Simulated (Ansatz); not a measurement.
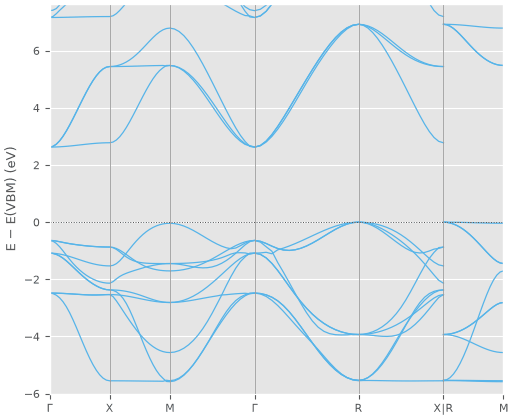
Figure: Band structure from r²SCAN in the plane-wave PAW code Ansatz

Read off the gap and where the band edges lie.

About 2.6 eV (2.63 eV by a search for the band edges); maximum at R, minimum at Γ.

The material is KTaO3 (cubic perovskite, space group No. 221).

Space group Pm-3m (cubic perovskite). Symmetry was held in the r²SCAN relaxation; phonons on a q-mesh show weakly imaginary modes. No spin polarisation was allowed. Scalar-relativistic: spin–orbit coupling is off unless named, which matters more the heavier the elements.

Potentials: the later of the program's two PAW sets.
